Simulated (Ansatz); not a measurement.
## Molecular dynamics, with input and output: CH$_{6}$BGaO$_{2}$ (part 1 of 2)

The run: molecular dynamics of CH$_{6}$BGaO$_{2}$. Method and program: RKS PBE-d3bjatm/def2-SVP (Ansatz 0.2.0).

The geometry comes from this level: PBE0-D4/def2-TZVP. Figures and captions count atoms from 1; the log counts them from 0 in places.

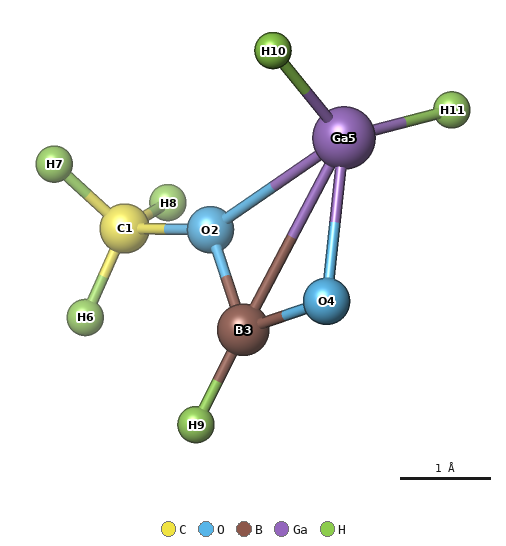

Fig. 1: The starting structure (ball-and-stick view, seen at a tilt; atoms are numbered from 1 in the order of the input). Sticks mark near contacts. Bond lengths as drawn: B–Ga 2.46 Å, B–H 1.20 Å, B–O 1.32 to 1.41 Å, C–H 1.09 Å, C–O 1.41 Å, Ga–H 1.56 Å and Ga–O 1.89 to 2.19 Å.

### Results in brief

| quantity | value |
| --- | --- |
| outcome | finished |
| mean temperature over the second half | 347 K |
| trajectory | 20 steps, 10 fs |
| ensemble | nvt_langevin |
| temperature in the input | 700 K |
| time step | 0.5 fs |
| potential energy (last step) | −58259.3882 eV |
| mean-field energy (last step) | −58259.1941 eV |
| dispersion energy (last step) | −0.1941 eV |
| SCF solution under orbital rotations (last step) | stable |
| largest force (length of the vector) (last step) | 3.140 eV/Å |
| dipole moment (last step) | 2.74 D |
| hardware | 4 threads of Arm Neoverse V1, 23 GiB of memory available, shared host |
| wall time | 30 s (CPU time 1.9 min) |
| peak memory | 0.46 GiB |

### Remarks

So short a trajectory is not equilibrated. The logged temperature at the start can lie below the typed one, since it is counted over all degrees of freedom. The temperature stays far from the 700 K of the thermostat over the second half: the run isn't equilibrated.

### Input file
```yaml
crystal:
  periodic: [false, false, false]
  atoms:
    - {symbol: C, position_ang: [-1.559673, -0.268328, 0.440723]}
    - {symbol: O, position_ang: [-0.210008, -0.034629, 0.090440]}
    - {symbol: B, position_ang: [0.881363, 0.067087, 0.984645]}
    - {symbol: O, position_ang: [2.013460, 0.282098, 0.338649]}
    - {symbol: Ga, position_ang: [1.334923, 0.301300, -1.420211]}
    - {symbol: H, position_ang: [-1.651910, -0.353037, 1.525353]}
    - {symbol: H, position_ang: [-2.175446, 0.561437, 0.089255]}
    - {symbol: H, position_ang: [-1.901185, -1.194704, -0.024595]}
    - {symbol: H, position_ang: [0.696390, -0.042056, 2.162849]}
    - {symbol: H, position_ang: [1.079042, 1.728340, -1.997910]}
    - {symbol: H, position_ang: [1.493055, -1.047510, -2.189198]}
basis:
  gaussian: {orbitals: def2-SVP}
hamiltonian: {xc: {name: PBE}, dispersion: d3bjatm}
md: {timestep: 0.5 fs, n_steps: 20, ensemble: nvt_langevin, temperature: 700, initial_velocities: maxwell_boltzmann, friction: 0.01, seed: 724}
```

Launch command:
```bash
ansatz run in.yaml --threads 4 --pin off --events-out ev --progress --plain --max-ram 10444MiB
```

### Log
```
Functional definition: PBE
  name "PBE"
  cite "Perdew, Burke & Ernzerhof, Phys. Rev. Lett. 77, 3865 (1996) doi:10.1103/PhysRevLett.77.3865"
  parent pbe
  parameter kappa = 0.804
  parameter beta = 0.06672455060314922
  exchange = pbe_x(kappa = kappa, mu = beta*pi^2/3)
  correlation = pbe_c(beta = beta)
1301 factors; their error is unknown
mean field evaluation 1: about -58249.7928 eV, gradient 7.3e1 eV
mean field evaluation 2: about -58205.4503 eV, gradient 1.6e2 eV
mean field evaluation 4: about -58259.2600 eV, gradient 1.6e1 eV
mean field evaluation 8: about -58259.7060 eV, gradient 3.1e-1 eV
mean field evaluation 16: about -58259.6624 eV, gradient 1.5e-3 eV
mean field -58259.66243247 eV, -2141.0031045759 hartree, gradient 1.6e-5 eV, S^2 0.000000; 0 other end points of the search recorded, 0 dependent functions left out
the calculation of the forces begins
reference -58259.66247638 eV, -2141.0031061894 hartree; 32, 32 occupied and 86, 86 virtual orbitals, 1301 factors
md step     0: t =     0.00 fs  T =   636.4 K  F+E_penalty+E_count = -58259.85757754 eV  E_kin = 0.904820 eV  (29 SCF iters)
these checks for a lower state are left out or cut short: starts, cluster_reference, orbital_swaps, neighbouring_geometries, increment
1301 factors; their error is unknown
mean field -58259.63644562 eV, -2141.0021495764 hartree, gradient 1.2e-5 eV, S^2 0.000000; 0 other end points of the search recorded, 0 dependent functions left out
[... from here on the field's lines of each further geometry are left out, up to the last ...]
md step     1: t =     0.50 fs  T =   597.5 K  F+E_penalty+E_count = -58259.83159381 eV  E_kin = 0.849588 eV  (31 SCF iters, 3 dispersion substeps)
md step     2: t =     1.00 fs  T =   544.4 K  F+E_penalty+E_count = -58259.75508567 eV  E_kin = 0.773994 eV  (31 SCF iters, 3 dispersion substeps)
md step     3: t =     1.50 fs  T =   444.9 K  F+E_penalty+E_count = -58259.65043237 eV  E_kin = 0.632597 eV  (31 SCF iters, 3 dispersion substeps)
md step     4: t =     2.00 fs  T =   380.0 K  F+E_penalty+E_count = -58259.54714915 eV  E_kin = 0.540335 eV  (31 SCF iters, 3 dispersion substeps)
md step     5: t =     2.50 fs  T =   329.1 K  F+E_penalty+E_count = -58259.46525609 eV  E_kin = 0.467995 eV  (30 SCF iters, 3 dispersion substeps)
md step     6: t =     3.00 fs  T =   288.8 K  F+E_penalty+E_count = -58259.42081921 eV  E_kin = 0.410596 eV  (31 SCF iters, 3 dispersion substeps)
md step     7: t =     3.50 fs  T =   292.8 K  F+E_penalty+E_count = -58259.41773637 eV  E_kin = 0.416270 eV  (31 SCF iters, 3 dispersion substeps)
md step     8: t =     4.00 fs  T =   325.8 K  F+E_penalty+E_count = -58259.44853259 eV  E_kin = 0.463312 eV  (31 SCF iters, 3 dispersion substeps)
md step     9: t =     4.50 fs  T =   359.8 K  F+E_penalty+E_count = -58259.49300031 eV  E_kin = 0.511581 eV  (31 SCF iters, 3 dispersion substeps)
md step    10: t =     5.00 fs  T =   397.2 K  F+E_penalty+E_count = -58259.53468067 eV  E_kin = 0.564692 eV  (31 SCF iters, 3 dispersion substeps)
md step    11: t =     5.50 fs  T =   427.2 K  F+E_penalty+E_count = -58259.56515776 eV  E_kin = 0.607350 eV  (31 SCF iters, 3 dispersion substeps)
md step    12: t =     6.00 fs  T =   401.7 K  F+E_penalty+E_count = -58259.58071184 eV  E_kin = 0.571177 eV  (31 SCF iters, 3 dispersion substeps)
md step    13: t =     6.50 fs  T =   406.9 K  F+E_penalty+E_count = -58259.58018504 eV  E_kin = 0.578594 eV  (31 SCF iters, 3 dispersion substeps)
md step    14: t =     7.00 fs  T =   396.4 K  F+E_penalty+E_count = -58259.56341894 eV  E_kin = 0.563602 eV  (31 SCF iters, 3 dispersion substeps)
md step    15: t =     7.50 fs  T =   354.4 K  F+E_penalty+E_count = -58259.53046705 eV  E_kin = 0.503887 eV  (31 SCF iters, 3 dispersion substeps)
md step    16: t =     8.00 fs  T =   335.1 K  F+E_penalty+E_count = -58259.48232917 eV  E_kin = 0.476533 eV  (31 SCF iters, 3 dispersion substeps)
md step    17: t =     8.50 fs  T =   304.4 K  F+E_penalty+E_count = -58259.43123216 eV  E_kin = 0.432773 eV  (31 SCF iters, 3 dispersion substeps)
md step    18: t =     9.00 fs  T =   263.5 K  F+E_penalty+E_count = -58259.39205030 eV  E_kin = 0.374657 eV  (30 SCF iters, 3 dispersion substeps)
md step    19: t =     9.50 fs  T =   253.4 K  F+E_penalty+E_count = -58259.37531380 eV  E_kin = 0.360259 eV  (31 SCF iters, 3 dispersion substeps)
the calculation of the forces begins
reference -58259.19410130 eV, -2140.9858937229 hartree; 32, 32 occupied and 86, 86 virtual orbitals, 1301 factors
1301 factors; their error is unknown
mean field evaluation 192: about -58259.2429 eV, gradient 2.2e-2 eV
mean field -58259.19405745 eV, -2140.9858921111 hartree, gradient 1.7e-5 eV, S^2 0.000000; 1 other end points of the search recorded, 0 dependent functions left out
the calculation of the forces begins
reference -58259.19410130 eV, -2140.9858937229 hartree; 32, 32 occupied and 86, 86 virtual orbitals, 1301 factors
md step    20: t =    10.00 fs  T =   271.8 K  F+E_penalty+E_count = -58259.38817500 eV  E_kin = 0.386426 eV  (30 SCF iters, 3 dispersion substeps)
```

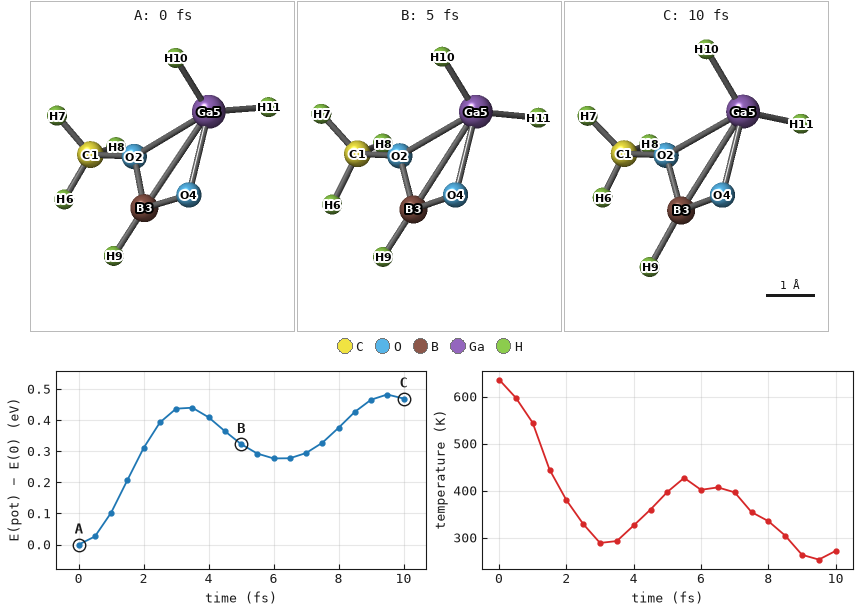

Fig. 2: Frames of the molecular dynamics (ball-and-stick, seen at a tilt) above the curves, on which the letters mark them. The trajectory kept here has 21 frames over 10 fs. The temperature starts at 636 K, ranges from 253 to 636 K and averages 347 K over the second half. The potential energy ends 0.469 eV above its first value. After an unweighted best fit of the last frame on the first, the root-mean-square displacement is 0.16 Å, and H11 has moved furthest (0.28 Å).

```
Total energy: -58259.38821885 eV, -2140.9930274112 hartree
Atom 0 at    -1.582502    -0.282348     0.420480 Å, force     0.338852     0.849041    -2.273299 eV/Å
Atom 1 at    -0.233497     0.017086     0.084703 Å, force     0.653513    -0.108785     0.531858 eV/Å
Atom 2 at     0.921245     0.028338     0.988871 Å, force    -1.106566     0.356305     1.875167 eV/Å
Atom 3 at     2.025789     0.340705     0.337468 Å, force     0.396764     0.089183     0.050061 eV/Å
Atom 4 at     1.332176     0.291467    -1.437293 Å, force    -0.681389     0.121862    -0.333338 eV/Å
Atom 5 at    -1.640589    -0.427441     1.439198 Å, force    -0.320461    -0.320072     3.107094 eV/Å
Atom 6 at    -2.289806     0.511378     0.106330 Å, force     0.247097     0.272058     0.008381 eV/Å
Atom 7 at    -1.921148    -1.187249    -0.062163 Å, force    -0.104802    -0.939391    -0.571800 eV/Å
Atom 8 at     0.793779    -0.111020     2.340775 Å, force     0.026419     0.042483    -2.329188 eV/Å
Atom 9 at     0.794580     1.640380    -2.170332 Å, force     0.493998    -0.547927     0.283532 eV/Å
Atom 10 at     1.560267    -1.212665    -1.862805 Å, force     0.056574     0.185244    -0.348470 eV/Å
Dipole moment:    -0.554572    -0.078252    -0.112269 e Å
```

### Trajectory as extended XYZ (Å, eV, eV/Å), 21 frames, from step=0 to step=20
```
11
Properties=species:S:1:pos:R:3:forces:R:3 step=0 time_fs=0.0 energy=-58259.85758 temperature=636.4
C    -1.5597   -0.2683    0.4407    0.2724   0.0514  -0.1222
O    -0.2100   -0.0346    0.0904   -0.0716   0.0041  -0.2001
B     0.8814    0.0671    0.9846   -0.0639  -0.0140   0.0850
O     2.0135    0.2821    0.3386    0.7079   0.0961   0.1505
Ga    1.3349    0.3013   -1.4202   -0.0934   0.0145  -0.4073
H    -1.6519   -0.3530    1.5254   -0.0757  -0.0484   0.5615
H    -2.1754    0.5614    0.0893   -0.3840   0.4230  -0.1752
H    -1.9012   -1.1947   -0.0246   -0.2417  -0.4938  -0.2342
H     0.6964   -0.0421    2.1628   -0.0604  -0.0429   0.4726
H     1.0790    1.7283   -1.9979   -0.0191   0.1646  -0.0545
H     1.4931   -1.0475   -2.1892    0.0295  -0.1546  -0.0762
11
Properties=species:S:1:pos:R:3:forces:R:3 step=1 time_fs=0.5 energy=-58259.83159 temperature=597.5
C    -1.5601   -0.2680    0.4383    0.0926  -0.1309   0.6034
O    -0.2129   -0.0308    0.0911    0.0332   0.0210  -0.1850
B     0.8858    0.0642    0.9862   -0.1463   0.0869  -0.7269
O     2.0135    0.2840    0.3386    0.7848   0.1036   0.0906
Ga    1.3350    0.3012   -1.4202   -0.0664  -0.3904  -0.3867
H    -1.6533   -0.3638    1.5477   -0.0341   0.0368  -0.2631
H    -2.1899    0.5533    0.0863   -0.2986   0.4412  -0.1125
H    -1.9080   -1.1937   -0.0322   -0.1535  -0.4350  -0.1644
H     0.7039   -0.0398    2.1326   -0.1807  -0.1372   1.3060
H     1.0684    1.7076   -1.9980   -0.0462   0.3860  -0.1552
H     1.4974   -1.0718   -2.1723    0.0152   0.0180  -0.0062
11
Properties=species:S:1:pos:R:3:forces:R:3 step=2 time_fs=1.0 energy=-58259.75509 temperature=544.4
C    -1.5607   -0.2681    0.4359   -0.0619  -0.3376   1.1732
O    -0.2156   -0.0271    0.0921    0.1255   0.0361  -0.1786
B     0.8905    0.0616    0.9877   -0.2312   0.1810  -1.5590
O     2.0132    0.2859    0.3384    0.8813   0.1174   0.0242
Ga    1.3347    0.3011   -1.4202   -0.0359  -0.8033  -0.3690
H    -1.6526   -0.3754    1.5691   -0.0153   0.1168  -0.9387
H    -2.2033    0.5459    0.0847   -0.2198   0.4543  -0.0536
H    -1.9147   -1.1944   -0.0402   -0.0573  -0.3393  -0.0791
H     0.7115   -0.0381    2.1057   -0.3082  -0.2310   2.1675
H     1.0579    1.6882   -1.9992   -0.0756   0.5974  -0.2544
H     1.5013   -1.0973   -2.1569   -0.0016   0.2082   0.0675
11
Properties=species:S:1:pos:R:3:forces:R:3 step=3 time_fs=1.5 energy=-58259.65043 temperature=444.9
C    -1.5613   -0.2684    0.4338   -0.2014  -0.5413   1.5847
O    -0.2180   -0.0234    0.0932    0.1956   0.0482  -0.1823
B     0.8952    0.0598    0.9889   -0.3387   0.2563  -2.2751
O     2.0126    0.2878    0.3381    1.0033   0.1393  -0.0507
Ga    1.3344    0.3010   -1.4205   -0.0079  -1.1892  -0.3519
H    -1.6500   -0.3857    1.5882   -0.0172   0.1824  -1.4634
H    -2.2162    0.5395    0.0840   -0.1362   0.4524   0.0019
H    -1.9214   -1.1964   -0.0482    0.0464  -0.2141   0.0202
H     0.7181   -0.0368    2.0847   -0.4222  -0.3130   2.9272
H     1.0472    1.6716   -2.0008   -0.1027   0.7784  -0.3445
H     1.5051   -1.1235   -2.1413   -0.0190   0.4005   0.1337
11
Properties=species:S:1:pos:R:3:forces:R:3 step=4 time_fs=2.0 energy=-58259.54715 temperature=380.0
C    -1.5620   -0.2684    0.4321   -0.3196  -0.7346   1.8610
O    -0.2200   -0.0199    0.0942    0.2309   0.0528  -0.1920
B     0.8996    0.0581    0.9893   -0.4666   0.3082  -2.7282
O     2.0121    0.2898    0.3379    1.1291   0.1638  -0.1322
Ga    1.3340    0.3009   -1.4209    0.0211  -1.5377  -0.3312
H    -1.6468   -0.3950    1.6039   -0.0300   0.2396  -1.8467
H    -2.2287    0.5331    0.0833   -0.0541   0.4545   0.0527
H    -1.9287   -1.1984   -0.0554    0.1534  -0.0905   0.1150
H     0.7236   -0.0355    2.0714   -0.5007  -0.3711   3.4388
H     1.0350    1.6567   -2.0030   -0.1277   0.9326  -0.4251
H     1.5095   -1.1493   -2.1257   -0.0359   0.5825   0.1881
11
Properties=species:S:1:pos:R:3:forces:R:3 step=5 time_fs=2.5 energy=-58259.46526 temperature=329.1
C    -1.5627   -0.2679    0.4306   -0.4390  -0.9602   2.0133
O    -0.2218   -0.0168    0.0949    0.2567   0.0581  -0.1962
B     0.9036    0.0562    0.9893   -0.6240   0.3336  -2.8761
O     2.0116    0.2917    0.3379    1.2465   0.1879  -0.2162
Ga    1.3335    0.3006   -1.4215    0.0496  -1.8454  -0.3098
H    -1.6436   -0.4045    1.6159   -0.0484   0.2973  -2.1174
H    -2.2405    0.5274    0.0820    0.0261   0.4535   0.1016
H    -1.9360   -1.2016   -0.0619    0.2667   0.0655   0.2176
H     0.7283   -0.0359    2.0662   -0.5327  -0.4023   3.6424
H     1.0216    1.6434   -2.0058   -0.1491   1.0559  -0.4937
H     1.5138   -1.1748   -2.1110   -0.0523   0.7560   0.2346
```
